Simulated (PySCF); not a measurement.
Breaking a bond: MgO, singlet.

Levels of theory: UMP2 = MP2 on UHF/6-31G, 2 core orbitals frozen in PySCF; RMP2 = MP2 on RHF/6-31G, 2 core orbitals frozen (PySCF); RKS-PBE0 = restricted PBE0/6-31G in PySCF; UKS-BHandHLYP = unrestricted BHandHLYP/6-31G (PySCF 2.14.0); UCCSD = PySCF with CCSD on UHF/6-31G, 2 core orbitals frozen.

Energies are in kJ/mol, each relative to the lowest point of its own curve near equilibrium.

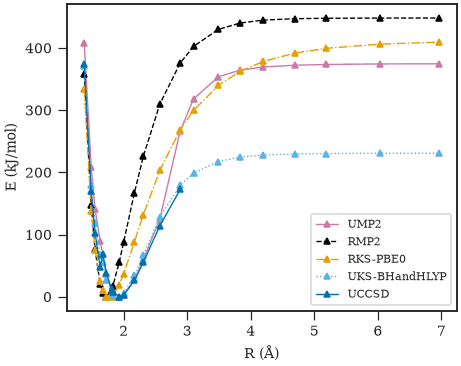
Fig. 1. Energy against bond length for each method.

```csv
R / Å,UMP2,RMP2,RKS-PBE0,UKS-BHandHLYP,UCCSD
1.38,408.4,358.0,334.5,371.1,374.3
1.49,208.0,146.8,138.0,180.1,170.4
1.55,141.5,76.8,75.5,118.3,103.3
1.63,90.1,21.0,25.6,67.5,47.5
1.67,68.5,6.9,11.5,55.3,69.4
1.73,36.7,0.0,0.4,27.2,37.5
1.81,11.6,11.6,0.0,6.5,12.2
1.83,7.8,17.3,1.8,3.6,8.3
1.93,0.0,55.5,19.1,0.0,0.0
2.00,3.0,87.7,36.8,5.4,2.6
2.17,28.3,167.4,88.3,34.5,26.2
2.31,59.7,225.9,132.0,67.0,55.5
2.57,125.4,309.9,203.5,128.1,114.2
2.89,266.7,375.8,268.6,179.4,172.5
3.10,318.2,402.5,299.5,198.7,—
3.49,353.6,429.9,339.7,217.5,—
3.83,364.4,440.1,362.2,224.5,—
4.20,369.5,444.8,378.5,227.9,—
4.69,372.3,447.1,391.8,229.7,—
5.19,373.5,447.8,399.5,230.4,—
6.04,374.4,448.1,406.2,230.7,—
6.96,374.7,448.2,409.4,230.8,—
```

At the longest distance, 6.96 Å, RMP2 lies highest above its minimum (448.2 kJ/mol) and UKS-BHandHLYP lowest (230.8 kJ/mol).

A dash means that the run gave no value there, or that the column was ended at a point which the program doubted or which failed a test of continuity chosen for this set; such a test can also cut sound points.

The unrestricted solution behind UMP2, UCCSD changes between 2.57 and 2.89 Å, which can leave a kink. The unrestricted determinant behind UMP2, UCCSD is spin-contaminated at 1.38 to 6.96 Å (<S²> up to 2.0, against 0.00 for a pure singlet). The restricted form behind RMP2, RKS-PBE0 keeps the bonding electrons paired and can't separate into open-shell fragments. The T1 diagnostic of CCSD on the restricted reference of RMP2 exceeds 0.045 at 1.38 to 1.67, 1.81 to 3.10 Å. At the longest distance RKS-PBE0 leaves fractional charges on the fragments, a sign of delocalisation error or of the restricted form. The unrestricted determinant behind UKS-BHandHLYP is spin-contaminated at 1.38 to 6.96 Å (<S²> up to 1.1, against 0.00 for a pure singlet).
